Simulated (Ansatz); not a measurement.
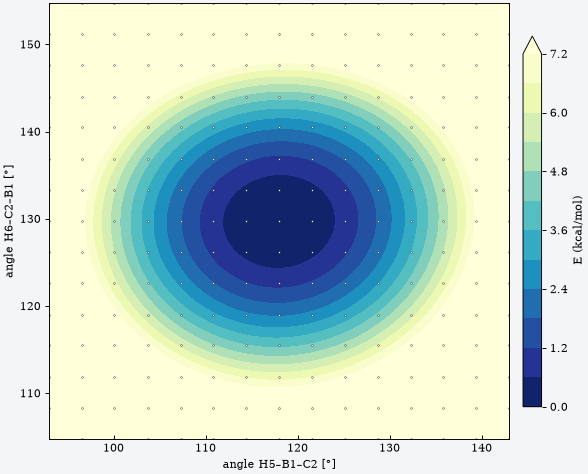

CH3BCl, SMILES B[CH-]Cl, charge −1. Coordinates scanned: (1) angle H5–B1–C2; (2) angle H6–C2–B1. Nothing is relaxed (all other coordinates rigid). The scan uses a 15 × 15 grid. Points are written as (first, second). All energies are given in kcal/mol relative to the relaxed molecule at the same level. These are results of Ansatz 0.2.0, RKS CAM-B3LYP-D4/def2-SVPD, not measurements.

The picture shows filled contours, dots at the grid points, one colour for all values above the top of the scale. Between grid points the surface is interpolated.

Q: Where is the minimum, and how stiff is the well along each coordinate?

A: The interpolated minimum is at angle H5–B1–C2 ≈ 118.0°, angle H6–C2–B1 ≈ 129.7°. The curvatures there are about 4.5 eV/rad² and 5.9 eV/rad², with a cross term of about −0.1 eV/rad². Round the minimum the two coordinates are nearly uncoupled. (1 eV is 23.1 kcal/mol.)
